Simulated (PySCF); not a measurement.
Se(Cl)(NH2), SMILES N[Se]Cl (H2ClNSe), CAM-B3LYP/def2-SVP optimised geometry. Atoms within 1.6 Å of the plane z = 0.6 Å (x, y, z in Å): Se1 (-0.89, -1.12, 0.00), Cl2 (1.34, -1.12, 0.00), N3 (-1.34, 0.60, 0.00), H4 (-1.16, 1.12, -0.85), H5 (-1.16, 1.12, 0.85).

Level of theory: CAM-B3LYP/def2-TZVP (PySCF 2.14.0).

Map of the HOMO amplitude (bohr^(-3/2)) on the plane z = 0.6 Å; orbital energy -8.08 eV, overall sign arbitrary:

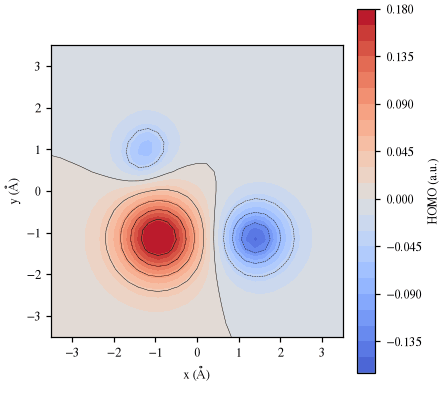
Fig. 1. HOMO amplitude (bohr^(-3/2)) on the plane z = 0.6 Å.
